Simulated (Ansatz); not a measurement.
**Equilibrium of C2Br2ClF3 + GaH3 ⇌ C2HBrClF3 + GaH2Br at process temperatures**

Gas-phase species: C2Br2ClF3 `FC(F)(Br)C(F)(Cl)Br`, singlet; GaH3 `[GaH3]`, singlet; C2HBrClF3 (1-bromo-2-chloro-1,1,2-trifluoroethane) `FC(Cl)C(F)(F)Br`, singlet; GaH2Br `[GaH2][Br]`, singlet. The partners trade Br for H: C–Br and Ga–H bonds give way to C–H and Ga–Br.

The electronic reaction energy at CCSD(T)/def2-TZVPP is -222.2 kJ/mol. Shapes: PBE0-D4/def2-TZVP. Flexible molecules stand in one conformer, not always the lowest. Programs: Ansatz 0.2.0. Enthalpy and entropy come from rigid-rotor, harmonic-oscillator sums on unscaled PBE0-D4/def2-TZVP wavenumbers, ideal gases at 1 bar; R ln 2 is added for the mirror twin of the chiral shape of C2Br2ClF3, C2HBrClF3. Symmetry numbers: C2Br2ClF3 1, GaH3 6, C2HBrClF3 1, GaH2Br 2. R = 8.3145 J/(mol K).

| T (K) | ΔH (kJ/mol) | ΔS (J/(mol K)) |
| --- | --- | --- |
| 600 | -209.9 | +17.8 |
| 800 | -211.3 | +15.7 |
| 1000 | ? | ? |

Q: Work out ln K at 600 and 800 K, and from these estimate it at 1000 K.

A: 
1. 600 K: ΔG = -209.9 − 600 × (+17.8)/1000 = -220.6 kJ/mol; ln K = −ΔG/RT = +44.22.
2. 800 K: ΔG = -211.3 − 800 × (+15.7)/1000 = -223.9 kJ/mol; ln K = −ΔG/RT = +33.66.
3. Slope against 1000/T: (+33.66 − (+44.22))/(1.2500 − 1.6667) = +25.34, that is −ΔH/R with ΔH near -211 kJ/mol.
4. 1000 K: ln K = +44.22 + (+25.34) × (1.0000 − 1.6667) = +27.33.

The full sums give ΔH = -212.6 kJ/mol, ΔS = +14.4 J/(mol K), ΔG = -227.0 kJ/mol and ln K = +27.30 at 1000 K, so the line is off by +0.03 in ln K; without rounding the miss is +0.04, from the change of ΔH with temperature. The products are favoured over this whole range. An error of 10 kJ/mol in the energy moves ln K by 1.2 at 1000 K. Soft modes are treated as harmonic, which can err either way at these temperatures; the lowest are those of C2Br2ClF3 (62 cm⁻¹), C2HBrClF3 (71 cm⁻¹). Other conformers aren't counted. Other reactions of these species are left aside. GaH3 would pair up to its dimer, which this equilibrium leaves out. Relativity is left out for Br, Ga. Outer-core shells of Br, Ga are correlated, in sets that cover them unevenly.

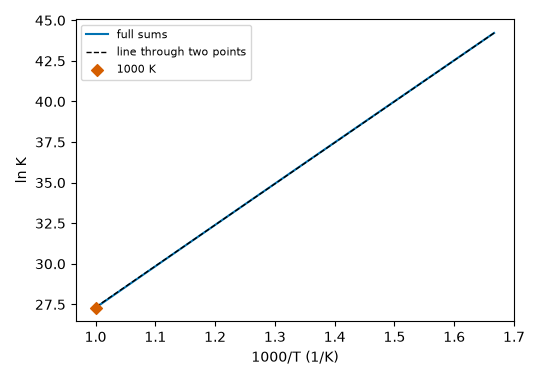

The van 't Hoff plot.
